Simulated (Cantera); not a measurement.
Charge: 1 mol PbO, 0.77 mol CH4, 0.11 mol CO, equilibrated at 37.0 Pa.

Cantera equilibrium calculation (NASA polynomials, part measured and part estimated; ideal gas, pure solids and liquids). Candidate condensed phases: C, C6H6, C7H8, C8H18, H2O, Pb, PbO, PbO2, Pb3O4; 113 gas species. Rates play no part.

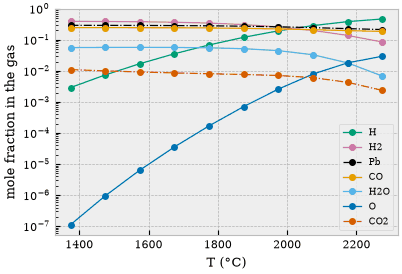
*Equilibrium gas composition (values under 1e-9 drawn at 1e-9)*

**Question.** Read off the mole fractions at 1575 °C.

**Answer.** H2 about 0.38, Pb about 0.29, CO about 0.25, H2O about 0.057, H about 0.017, CO2 about 0.0092, O about 6.4e-6.
